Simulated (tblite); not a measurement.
Run report: C$_{3}$H$_{11}$AlS$_{2}$, molecular dynamics (part 3 of 3)

Continued. System: C$_{3}$H$_{11}$AlS$_{2}$. Method: GFN2-xTB Langevin dynamics, gas phase (tblite 0.8.0). 

Geometry of the input (Å):
```
C  2.9707  0.1639  -0.8268
S  1.2747  -0.5028  -0.8612
Al 0.7996  0.4167  1.1029
S  -1.6531  0.3836  1.2523
C  -2.0318  0.8919  -0.4506
C  -1.7426  -1.4194  1.0718
H  3.6621  -0.6425  -0.6005
H  3.0570  0.9501  -0.0765
H  3.1856  0.5685  -1.8112
H  1.0116  1.9544  1.1194
H  1.0474  -0.4644  2.3538
H  -1.8348  1.9582  -0.5137
H  -3.0809  0.6948  -0.6488
H  -1.3915  0.3542  -1.1472
H  -2.7249  -1.6839  0.6931
H  -0.9576  -1.7672  0.3982
H  -1.5983  -1.8442  2.0610
```

## Trajectory as extended XYZ, continued
```
17
Properties=species:S:1:pos:R:3:forces:R:3 step=29 time_fs=725.0 energy=-533.62230 temperature=258.6
C     2.4866   -0.1512    0.5619    0.0859   0.4374   1.8744
S     0.8164    0.1016   -0.1012   -0.3687  -0.1119   0.5926
Al    0.0480    0.4932    1.9997   -0.3060   1.0894  -1.6146
S    -2.4183    0.7051    1.6266    0.1131  -0.2391   0.6308
C    -2.5817    1.5839    0.0863    0.8258  -0.1458  -1.4975
C    -2.6680   -1.0412    1.1167   -1.4593   1.3938  -2.5015
H     3.0294   -0.7944   -0.0846    0.3490  -0.5120  -0.4715
H     2.4690   -0.5829    1.6175   -0.1014   0.2433  -1.1595
H     2.9997    0.8125    0.6570   -0.1039  -0.1549  -0.2144
H     0.2232    2.0445    2.2353    0.0743  -0.3339   0.2980
H    -0.2636   -0.6096    2.9426    0.1893  -0.6502   0.6842
H    -3.6347    1.7232   -0.1166   -0.1153  -0.3869  -0.3781
H    -1.9702    1.0507   -0.7036   -1.0342   0.3799   0.6788
H    -2.1573    2.5784    0.1051    0.2666   0.1826   0.5857
H    -3.5209   -1.4349    1.6399   -0.1256  -0.1257   0.1579
H    -2.8749   -1.0533   -0.0326    0.3512  -0.0023   1.9973
H    -1.7752   -1.5334    1.3225    1.3592  -1.0637   0.3375
17
Properties=species:S:1:pos:R:3:forces:R:3 step=30 time_fs=750.0 energy=-533.68106 temperature=326.5
C     2.4966   -0.0626    0.6721   -0.6399  -0.6764  -0.2943
S     0.7939    0.0693   -0.0411    0.6439  -0.1790  -0.3918
Al    0.0368    0.6017    1.9128    0.1645  -0.6451   1.2402
S    -2.3348    0.6584    1.6860   -0.9092   0.6424  -0.8998
C    -2.6238    1.5478    0.0856   -0.6479   0.5879   0.0144
C    -2.7977   -1.0241    1.1787   -1.1202  -0.4723  -0.3636
H     3.1265   -0.4499   -0.1112    0.1590  -0.0480  -0.1726
H     2.5743   -0.6794    1.5520   -0.3946  -0.6100   0.1347
H     2.8114    0.8819    0.9970    0.4644   1.4853   0.0525
H     0.3422    1.9654    2.6135   -0.0960  -0.0962  -0.2449
H     0.0443   -0.7538    2.8715   -0.0567   0.5972  -0.4132
H    -3.5677    1.1560   -0.4010    1.2394   0.3874   0.6214
H    -1.7280    1.4317   -0.5370   -0.4219  -0.0589   0.0223
H    -2.7689    2.6358    0.3217    0.1428  -1.0439  -0.1507
H    -3.6188   -1.3022    1.8794    0.6204  -0.0199  -0.5513
H    -3.1840   -1.1597    0.1084    0.7963   0.5489   1.5307
H    -1.9163   -1.6207    1.3667    0.0558  -0.3995  -0.1340
17
Properties=species:S:1:pos:R:3:forces:R:3 step=31 time_fs=775.0 energy=-533.67485 temperature=227.4
C     2.4278    0.0275    0.7333    0.3709  -0.3836   0.5467
S     0.8134    0.0743   -0.0594   -0.5556   0.1747   0.2857
Al    0.0662    0.6957    1.9626    0.2877  -0.5247  -0.0406
S    -2.3241    0.6147    1.7608   -0.3645  -0.3184  -0.6576
C    -2.6179    1.4714    0.1450   -1.4659   0.3042   1.8808
C    -2.9000   -1.0847    1.3041    1.6869  -0.2421   1.7798
H     3.1412   -0.2814   -0.0170    0.2330   0.1228  -0.1092
H     2.4595   -0.6937    1.5536   -0.1540  -0.1846  -0.1117
H     2.6954    0.9727    1.1875    0.0864   0.3849  -0.2433
H     0.1312    2.2516    2.2454    0.0143  -0.3217   0.0159
H     0.2962   -0.4877    3.0929   -0.1638   0.6437  -0.4994
H    -3.2575    0.8568   -0.4358   -0.2737  -0.5576  -0.5586
H    -1.7401    1.7381   -0.3416    1.5151   0.3226  -0.7116
H    -3.2087    2.3441    0.4402    0.2832   0.0929  -0.1867
H    -3.6537   -1.3029    2.0283   -0.2480  -0.3967   0.6651
H    -3.3674   -1.0611    0.3911   -0.7090   0.1354  -2.1345
H    -2.0798   -1.8425    1.3177   -0.5430   0.7480   0.0792
17
Properties=species:S:1:pos:R:3:forces:R:3 step=32 time_fs=800.0 energy=-533.70056 temperature=252.8
C     2.4613    0.0685    0.8217   -1.0530  -0.5910   1.1545
S     0.7506    0.0741   -0.0282    1.2205  -0.0452   0.7978
Al    0.1042    0.7234    1.9984   -0.5134   0.4191  -0.7047
S    -2.4492    0.5928    1.8096    0.1193  -0.3346   0.7190
C    -2.6008    1.4519    0.2163   -0.3448  -0.9699   0.5555
C    -2.8712   -1.1514    1.4142    0.8529   0.4520  -1.0445
H     3.2217   -0.2554    0.1435    0.1516   0.1756  -0.5035
H     2.4557   -0.6490    1.6736   -0.2376   0.0169  -0.6055
H     2.6837    1.0031    1.3334   -0.0265   0.3462  -0.6164
H     0.1040    2.2848    2.0790    0.0008  -0.0969   0.0746
H     0.3248   -0.1285    3.2272    0.0419  -0.3105   0.2795
H    -3.0168    0.8001   -0.5176   -0.1756  -0.5215  -0.4583
H    -1.6294    1.7437   -0.0533    1.2112   0.6147  -0.5249
H    -3.2632    2.2591    0.3636   -0.5266   0.9970   0.1907
H    -3.4778   -1.6074    2.1435   -0.5615  -0.1361   1.0689
H    -3.4337   -1.0726    0.5012   -0.1668  -0.2219  -0.3803
H    -1.9758   -1.7565    1.2575    0.0075   0.2060  -0.0025
17
Properties=species:S:1:pos:R:3:forces:R:3 step=33 time_fs=825.0 energy=-533.63196 temperature=277.0
C     2.3746    0.1227    0.7596    1.8471   1.1366   0.9948
S     0.7638    0.0773    0.0701   -0.9051  -0.6018  -1.2515
Al    0.0489    0.7905    1.9713   -0.9597   0.8267   0.0804
S    -2.5414    0.6011    1.8461    0.4850   0.0509   0.1331
C    -2.4339    1.4955    0.2442   -1.2739  -1.2889  -0.7461
C    -2.7810   -1.1672    1.4211   -1.1925  -0.1244  -1.4131
H     3.1159    0.0210   -0.0332   -0.0946   0.3236  -0.1136
H     2.6636   -0.6114    1.4958   -0.5271  -0.7039   0.2156
H     2.5189    1.0881    1.3165    0.0785  -0.4404  -0.6786
H     0.1470    2.3072    2.2569   -0.0130   0.0307  -0.1167
H     0.2507   -0.1870    3.0446    0.1577  -0.7890   0.9177
H    -2.8591    0.7632   -0.5171    0.5623   1.0138   0.7422
H    -1.3936    1.7057    0.0005   -0.1116   0.2553  -0.0056
H    -3.0989    2.3767    0.2893    0.6048  -0.4432   0.0704
H    -3.2696   -1.6877    2.2502    0.3234   0.3949  -0.0158
H    -3.5211   -1.2126    0.5462    1.0434   0.1173   1.0799
H    -1.8581   -1.6737    1.1342   -0.0250   0.2415   0.1068
17
Properties=species:S:1:pos:R:3:forces:R:3 step=34 time_fs=850.0 energy=-533.61263 temperature=274.6
C     2.5283    0.2425    0.6977   -0.8560   0.3644   0.6082
S     0.7216    0.0551    0.0458    1.4264   0.4796   1.6250
Al   -0.1023    0.8600    2.0710    0.3983  -0.6676  -0.4574
S    -2.5739    0.6618    1.8462   -0.2119  -0.5311  -0.3087
C    -2.4271    1.5077    0.2522    0.3206   0.7416   0.0088
C    -2.6087   -1.1072    1.3577    0.4159  -0.7065   1.1893
H     3.1949    0.2287   -0.1292    0.1497   0.2558  -0.8147
H     2.8465   -0.5375    1.3514   -0.4151  -1.2242   0.2041
H     2.7249    1.1038    1.3516   -0.6194   0.3899  -0.6994
H    -0.0514    2.4098    2.1781   -0.0303  -0.0555   0.0087
H     0.0899   -0.1194    3.3244   -0.0925   0.3093  -0.4018
H    -2.8321    0.8877   -0.5440    0.0771   0.0459   0.1273
H    -1.3184    1.6962    0.0937   -1.1622   0.1482  -0.1511
H    -3.0293    2.4452    0.3421    0.7097  -0.6806  -0.1758
H    -2.6878   -1.6204    2.3463   -0.1338   0.2787  -0.6489
H    -3.4360   -1.4527    0.7266    0.2984   0.6420   0.1545
H    -1.6270   -1.4103    0.9714   -0.2748   0.2100  -0.2680
17
Properties=species:S:1:pos:R:3:forces:R:3 step=35 time_fs=875.0 energy=-533.70125 temperature=324.5
C     2.4206    0.2841    0.6508    1.4664  -2.3005  -0.6750
S     0.7193    0.0764    0.1777   -0.8011   0.1722   0.0530
Al   -0.1931    0.8675    2.0695    0.4571  -0.1086   0.6453
S    -2.5804    0.7430    1.8332   -0.2826   0.0547  -0.5229
C    -2.6135    1.5569    0.1718    2.3116   0.4398   1.7089
C    -2.4141   -0.9847    1.3669    1.1274  -0.3140  -0.0833
H     3.0468    0.2762   -0.2705   -0.5218   0.1925   0.4619
H     2.6957   -0.6552    1.1888   -0.0317   0.5854  -0.2295
H     2.7104    1.0866    1.2610   -0.1696   1.2458   0.6536
H    -0.2049    2.3859    2.0063    0.0979   0.4835  -0.0640
H    -0.0215    0.2365    3.5605   -0.0870  -0.0164  -0.7988
H    -3.1581    1.0223   -0.5158   -1.0217  -1.3378  -1.3066
H    -1.5431    1.7206   -0.1453   -0.9668  -0.1140   0.1292
H    -3.0936    2.4737    0.3879   -0.3148   1.0444  -0.0007
H    -2.1122   -1.5465    2.2362   -0.0447  -0.0780   0.6262
H    -3.3349   -1.3787    1.0196   -0.7454  -0.1971  -0.4688
H    -1.5792   -1.1402    0.6605   -0.4734   0.2480  -0.1285
17
Properties=species:S:1:pos:R:3:forces:R:3 step=36 time_fs=900.0 energy=-533.80921 temperature=334.5
C     2.4520    0.3503    0.7671    0.9921  -0.7395  -0.7436
S     0.6805    0.0617    0.2917    1.1496  -0.3130  -0.6953
Al   -0.2231    0.9996    2.0062   -0.1973   0.9861   0.3609
S    -2.6381    0.8572    1.7993    0.5973  -0.1636   0.8301
C    -2.7910    1.6514    0.1948   -0.7906  -0.8248  -0.2745
C    -2.3415   -0.9079    1.4223   -0.8793   0.3445   0.0694
H     3.0747    0.4969   -0.1673   -0.9617  -0.0455   0.8260
H     2.8811   -0.5747    1.2446   -0.6840   0.9665  -0.2309
H     2.5794    1.2300    1.3980   -0.1837  -0.2473   0.0110
H    -0.1895    2.5556    2.0196    0.0584  -0.0306  -0.0550
H    -0.1993    0.1889    3.2638    0.0894  -0.3804   0.6560
H    -3.5027    0.9645   -0.2880    0.3572   0.5007  -0.4784
H    -1.8387    1.7367   -0.3267   -0.0927   0.0565   0.0242
H    -3.2900    2.5992    0.3663    0.2250   0.0891  -0.0563
H    -1.6990   -1.3570    2.1499    0.3823  -0.0172   0.7026
H    -3.3105   -1.3680    1.4652   -0.4345  -0.3767   0.0319
H    -1.9085   -1.0830    0.4706    0.3722   0.1950  -0.9781
17
Properties=species:S:1:pos:R:3:forces:R:3 step=37 time_fs=925.0 energy=-533.58845 temperature=294.1
C     2.3348    0.4307    0.9883   -0.6048   1.5687   0.0403
S     0.7400   -0.0255    0.2657   -0.6494   0.1878   0.6131
Al   -0.2596    1.2240    2.0142    0.5177  -0.0305  -0.7041
S    -2.6971    0.9146    1.8089    0.1121   0.4027  -0.0809
C    -2.9160    1.6961    0.1424   -1.1363   0.3887   0.5330
C    -2.3679   -0.8154    1.4132   -0.6313  -0.9375   0.1637
H     3.0487    0.6765    0.2391    0.3505   0.1391  -1.0118
H     2.8244   -0.2707    1.6182   -0.2769  -0.6464   0.7335
H     2.0709    1.3882    1.4741    0.6397  -0.3996   0.4545
H    -0.1691    2.8550    2.0196   -0.0419  -0.7647  -0.1629
H    -0.0153    0.4271    3.3250   -0.0844   0.0290   0.0165
H    -3.7502    1.1449   -0.3684    0.9849   0.5455   0.3347
H    -1.9409    1.6066   -0.3244   -0.1648   0.1908  -0.4247
H    -3.2437    2.7824    0.3067    0.6420  -1.5922  -0.1850
H    -1.4618   -1.2127    1.8780    0.0009   0.3254   0.3503
H    -3.2302   -1.4306    1.7317    0.3581   0.3840  -0.0247
H    -2.2283   -0.9690    0.3619   -0.0161   0.2091  -0.6457
17
Properties=species:S:1:pos:R:3:forces:R:3 step=38 time_fs=950.0 energy=-533.49289 temperature=258.7
C     2.2536    0.5989    1.1713   -1.0204   0.9971   0.0811
S     0.7300   -0.0355    0.3387   -0.0841   0.9679   0.9606
Al   -0.1953    1.3049    1.9612   -0.1177  -1.8249   0.0509
S    -2.7002    0.9461    1.7662   -0.2851  -0.7357  -0.1478
C    -3.0471    1.6186    0.0962   -0.2634   0.5354   0.8381
C    -2.4692   -0.8348    1.3887    1.2575  -0.7973  -0.4236
H     3.0162    0.5939    0.4701    1.3776  -0.0891  -1.6915
H     2.5368   -0.1070    1.9012    0.0801  -0.4459   1.1907
H     2.2379    1.6608    1.5319   -0.5210  -0.8925   0.0917
H    -0.0556    2.7155    1.6194    0.0201   1.2915  -0.3059
H    -0.0820    0.8406    3.4869   -0.0321   0.0118  -0.5016
H    -4.0807    1.4716   -0.2523    0.5615  -0.3100   0.2685
H    -2.2786    1.2279   -0.5456    0.0427   0.0643  -0.4626
H    -2.9154    2.6813    0.3131    0.0862   0.0150  -0.5197
H    -1.4070   -1.0585    1.7460   -1.0591   0.1005  -0.4701
H    -3.1157   -1.5663    1.9214    0.0625   1.0038  -0.4788
H    -2.4890   -0.9753    0.2607   -0.1054   0.1081   1.5201
17
Properties=species:S:1:pos:R:3:forces:R:3 step=39 time_fs=975.0 energy=-533.62797 temperature=374.9
C     2.2757    0.7171    1.2151    1.0849  -0.7248  -0.1530
S     0.7408    0.0142    0.4588    1.1240  -0.6166  -1.2196
Al   -0.2039    1.3155    1.8136   -0.9829   0.8681   0.7095
S    -2.6689    0.9450    1.7379    0.7450  -0.2115   0.1449
C    -3.1230    1.5236    0.0775   -0.1581  -1.3441   0.2829
C    -2.5457   -0.8463    1.4642    0.5151  -0.6828   0.3484
H     3.1414    0.4730    0.5404   -0.8623  -0.1403   0.5711
H     2.3867    0.1776    2.1779    0.2097   0.5251  -0.5464
H     2.3710    1.7989    1.3597   -0.7114  -0.1858   0.0460
H    -0.2786    2.7688    1.3608   -0.0228   0.3771  -0.0364
H     0.0685    0.8963    3.2430   -0.0744  -0.0722   0.5200
H    -4.1846    1.5583    0.1098   -1.0017  -0.2263  -0.3555
H    -2.7497    0.8338   -0.6866    0.0170   0.4801   0.2045
H    -2.8089    2.5163    0.0007    0.9330   1.3174  -0.3926
H    -1.6436   -1.3010    1.9402   -0.1697   0.7001  -0.5758
H    -3.3445   -1.2836    2.0272   -0.7691  -0.2707   0.0099
H    -2.6085   -1.1137    0.4029    0.1237   0.2072   0.4421
17
Properties=species:S:1:pos:R:3:forces:R:3 step=40 time_fs=1000.0 energy=-533.45276 temperature=266.8
C     2.3610    0.7144    1.1038    1.5142   0.2001   0.9250
S     0.8206    0.0115    0.4559   -0.1562   0.1945   0.1293
Al   -0.3964    1.4145    1.7731    1.0573   0.7515  -0.7045
S    -2.6364    0.9071    1.7078   -0.5539   0.1573  -0.4254
C    -3.1518    1.4618    0.0045   -0.4679  -0.3150   1.1903
C    -2.5205   -0.8968    1.6360   -1.3933   0.3044   1.2403
H     3.3465    0.4514    0.5995   -1.5237  -0.5440   0.4180
H     2.4482    0.5279    2.2172   -0.0359  -0.0096  -1.2245
H     2.3436    1.7806    0.9676   -0.3281   0.6469   0.0703
H    -0.6079    3.0269    1.2598    0.1752  -0.9911   0.2515
H    -0.2367    1.0471    3.2612    0.0651  -0.0372   0.1977
H    -4.1923    1.7370    0.1217   -0.2502  -0.0122  -0.0917
H    -3.0735    0.6450   -0.6946    0.3963   0.1448  -0.1865
H    -2.5985    2.3693   -0.1728    0.4405  -0.0737  -0.4295
H    -1.7865   -1.3034    2.2791    1.3098   0.1102   0.5589
H    -3.4395   -1.2637    2.0717   -0.5867  -0.1092  -0.0945
H    -2.4152   -1.2771    0.6792    0.3375  -0.4178  -1.8248
```

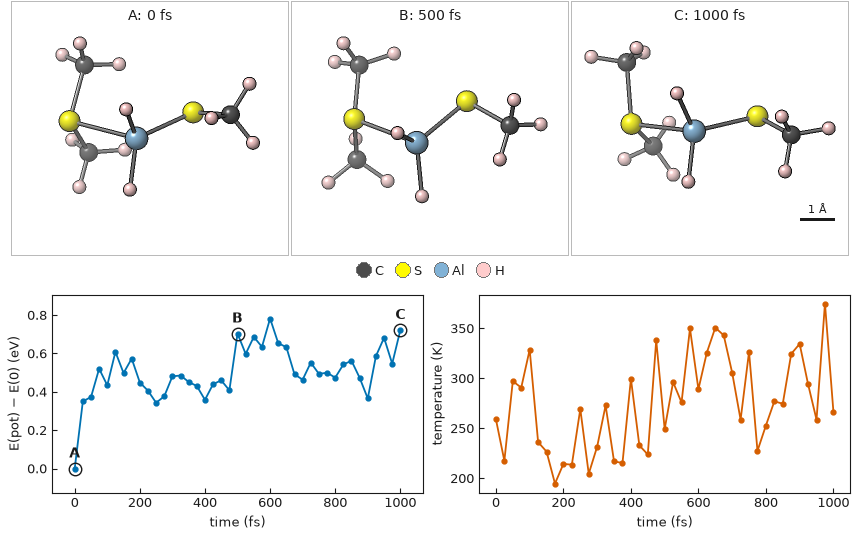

*Frames of the molecular dynamics (ball-and-stick, seen at a tilt) above the curves, on which the letters mark them.*

The trajectory kept here has 41 frames over 1000 fs. The temperature starts at 259 K, ranges from 195 to 375 K and averages 298 K over the second half. The potential energy ends 0.722 eV above its first value. After an unweighted best fit of the last frame on the first, the root-mean-square displacement is 1.22 Å, and H15 has moved furthest (2.10 Å).
